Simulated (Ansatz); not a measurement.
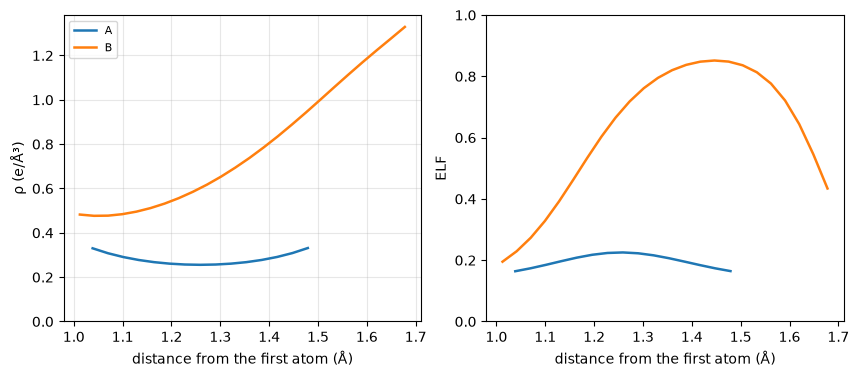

Cu2S (quintet). Electron density and electron localisation function along straight lines between neighbouring atoms. The curves leave out the atomic cores.

Geometry: B3LYP-D4/def2-TZVP.

The calculation used Ansatz 0.2.0, UKS PBE0-D4/def2-TZVP.

```tsv
atom	x (Å)	y (Å)	z (Å)
Cu	0.6150	1.1846	-0.4714
Cu	0.1943	-0.5763	1.2782
S	-0.8093	-0.6082	-0.8068
```

> Which curve belongs to which contact (Cu–Cu and Cu–S)? The first atom named is at distance zero.

Curve A: Cu–Cu (2.52 Å): ρ at the midpoint is about 0.26 e/Å³; the ELF is about 0.25 at the midpoint. Curve B: Cu–S (2.31 Å): the density is about 0.51 e/Å³ at the midpoint; the ELF peaks at about 0.85 in the valence shell of S, 0.9 Å from its nucleus, and is about 0.45 at the midpoint.
